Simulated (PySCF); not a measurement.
Si2 (charge −1, doublet)

```yaml
atoms:
  - { symbol: Si, position_ang: [0.0000, 0.0000, -1.0885] }
  - { symbol: Si, position_ang: [0.0000, 0.0000, 1.0885] }
```

All numbers below come from PBE0/def2-SVPD, non-relativistic Hamiltonian with scalar-relativistic core potentials where named, at a bond length of 2.177 Å in PySCF.

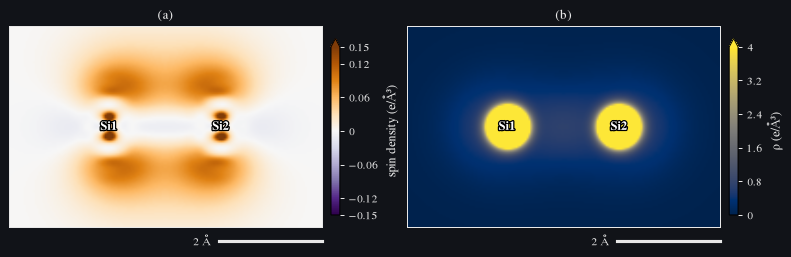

Figure 1. (a) spin density; (b) electron density on a plane that holds the molecular axis.

> What does the map show?

The plane passes through Si nuclei.
Si–Si (2.18 Å): ρ at the midpoint is about 0.71 e/Å³.
The unpaired spin (1 electron) lies mostly on Si1 (about 0.5) and Si2 (about 0.5), in electrons by Hirshfeld's partition.

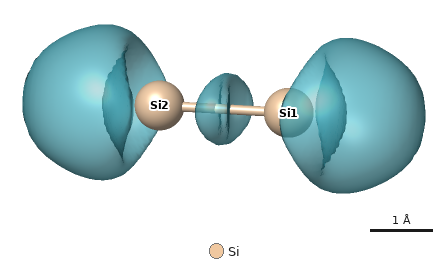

Figure 2. Isosurface of the ELF at 0.85 (cyan), seen from one side. Core shells and regions of very low density are left out.

> Identify the bonds, lone pairs and shells in this picture.

The ELF exceeds this value in one region between bonded Si–Si atoms (shared pairs) and two lobes on Si, pointing away from the bonds (non-bonding electrons).


Si–Si (2.18 Å): the ELF peaks at about 0.90 between the atoms, as expected for a covalent bond.
